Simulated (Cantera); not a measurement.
Input: 1 mol Pb, a varied amount of H2O, 22 mol CO, equilibrated at 1675 K and 0.110 bar.

Method: chemical equilibrium by Gibbs-energy minimisation in Cantera with the NASA 1993 tables (ideal gas, pure condensed phases). Candidate condensed phases: C, C6H6, C7H8, C8H18, H2O, Pb, PbO, PbO2, Pb3O4; 113 gas species. Rates play no part.

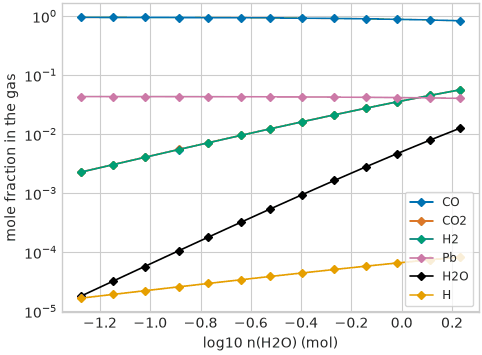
Fig. 1. Equilibrium gas composition (values under 1e-9 drawn at 1e-9)

From 0.053 mol H2O to 1.7 mol H2O nothing is condensed. The main Pb-bearing gas is Pb throughout.
